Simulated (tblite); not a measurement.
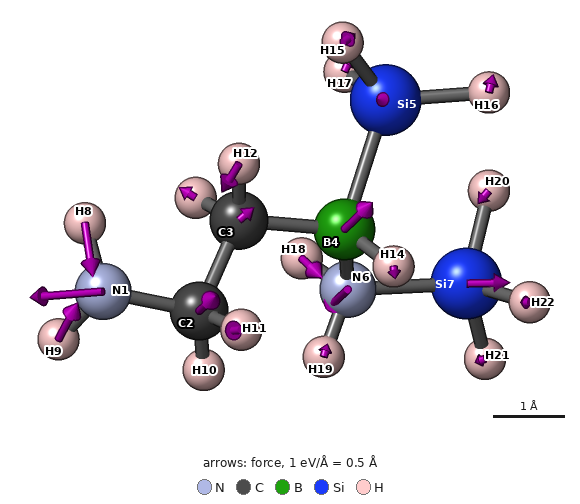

Starting geometry of C₂H₁₅BN₂Si₂ with the computed forces as purple arrows. The picture is a ball-and-stick view, seen at a tilt.

The calculation used GFN2-xTB geometry optimisation, gas phase (tblite 0.8.0). 

Q: What follows when this structure is relaxed?

A: It isn't relaxed: the largest force vector, on an N atom, is 2.55 eV/Å. The final displacements follow the starting forces only in part (cosine between the two patterns 0.35). The atom that moves furthest after the best rigid fit is an H atom (1.37 Å). By element the largest moves are H 1.37 Å, N 0.47 Å, Si 0.32 Å, B 0.28 Å, C 0.20 Å. Among the contacts that change: Si–Si 3.247 → 3.720 Å, B–Si 2.676 → 3.002 Å, B–N 1.548 → 1.689 Å, H–N 1.067 → 1.016 Å. Bond angles that change, for instance: B–N–Si 106.7° → 119.2°, B–Si–H 105.8° → 116.9°, H–Si–H 112.3° → 101.7°. Groups turn about C–N by about 65°. After 153 geometry steps the energy has fallen by 103.6 kJ/mol.
